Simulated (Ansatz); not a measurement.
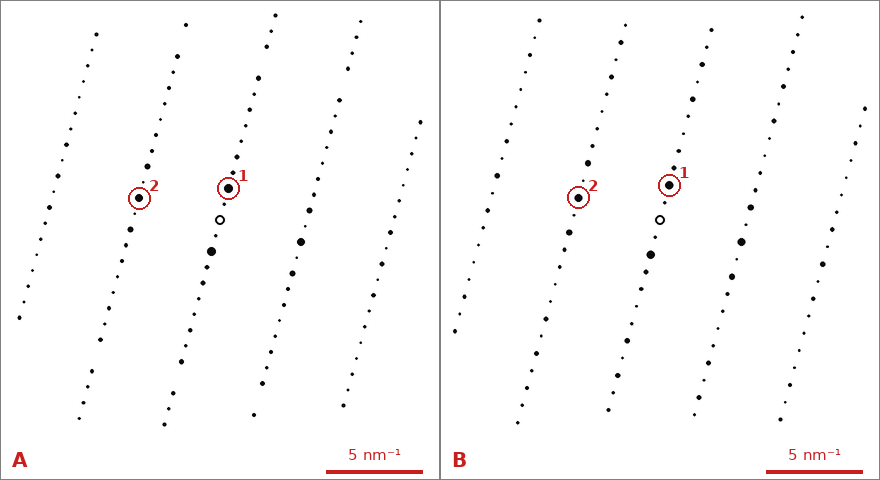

Kinematic electron diffraction patterns (300 kV, B = 0.5 Å², same scale) along [1-10] of the run's own cell, for the start and the end of one relaxation of Sn3Cl2 with DFT PBE, scalar-relativistic, plane waves, PAW in Ansatz. k mesh 12×12×4. The start is a generated model structure, and the relaxation ends in the nearest stationary point of its symmetry, not necessarily the ground state. Spot 1 is 0 0 -2 and spot 2 is 1 1 0 in both.

Start structure:

```
CELL_PARAMETERS angstrom
4.52569 0.00000 0.00000
-2.26285 3.91937 0.00000
0.00000 0.00000 10.65826
ATOMIC_POSITIONS crystal
Sn 0.00000 0.00000 0.00000
Sn 0.33333 0.66667 0.54727
Sn 0.66667 0.33333 0.45273
Cl 0.33333 0.66667 0.12541
Cl 0.66667 0.33333 0.87459
```

**Which pattern belongs to the start structure, and which to the relaxed one?**

B is the start: its cell gives d(1) = 5.329 Å, d(2) = 2.263 Å and an angle of 90.0°. A is the relaxed structure, with d(1) = 5.850 Å (+9.8 %), d(2) = 2.274 Å (+0.5 %) and 90.0°.

**Name reflections whose intensity changes strongly on relaxation.**

0 0 7 goes from 16 to 5.7 % of the strongest spot; 1 1 -7 goes from 9.6 to 3.4 % of the strongest spot.

**Summarise the relaxation behind the change.**

The volume changed by +10.8 % to 41.90 Å³ an atom; with the mean shift removed, the atoms moved by up to 0.14 Å relative to the cell (Cl most); the space group stayed P-3m1 (No. 164); the free energy fell by 5 meV an atom. Relaxed cell: a = 4.547 Å, b = 4.547 Å, c = 11.699 Å, α = 90.00°, β = 90.00°, γ = 120.00°.
